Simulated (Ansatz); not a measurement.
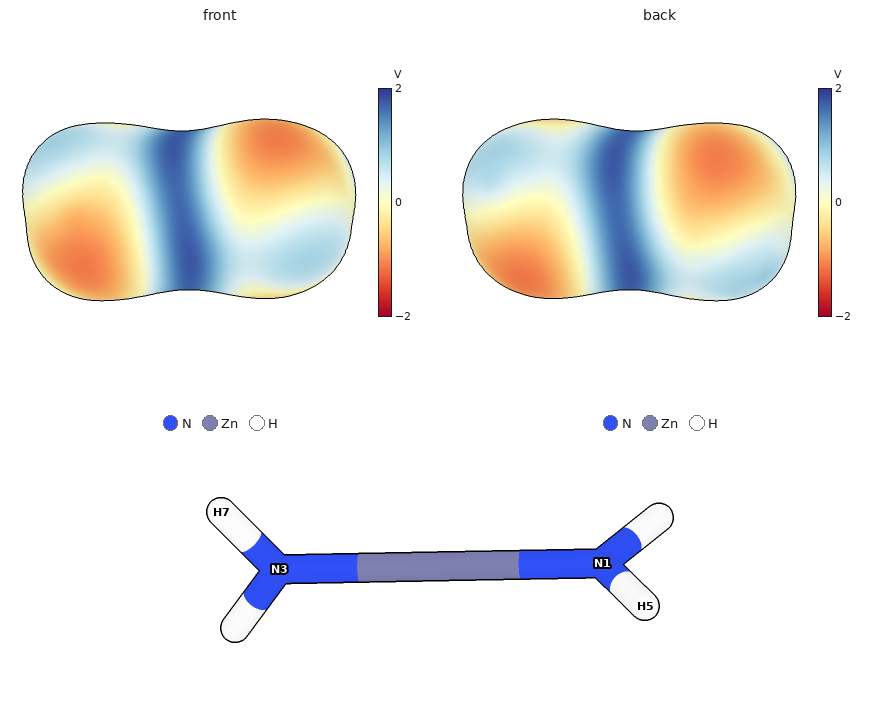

Figure 1: H₄N₂Zn. The molecular electrostatic potential painted on the density surface at 0.001 e/bohr³, seen from the front and from behind; red is negative and blue positive. The bare structure is drawn below in the same view.

All numbers below come from RHF/def2-SVPD (Ansatz).

| atom | x (Å) | y (Å) | z (Å) |
| --- | --- | --- | --- |
| N | -1.5340 | -0.6157 | -0.7976 |
| Zn | 0.0011 | 0.0001 | -0.0022 |
| N | 1.5368 | 0.6159 | 0.7921 |
| H | -2.0136 | -1.4545 | -0.5449 |
| H | -2.0229 | -0.1527 | -1.5354 |
| H | 2.4644 | 0.3972 | 0.4934 |
| H | 1.5684 | 1.2096 | 1.5946 |

Question: Where is the surface potential most negative and most positive?

Answer: The most negative region (about −1.1 V) lies over N1 and N3, the most positive (about +1.8 V) over Zn2.
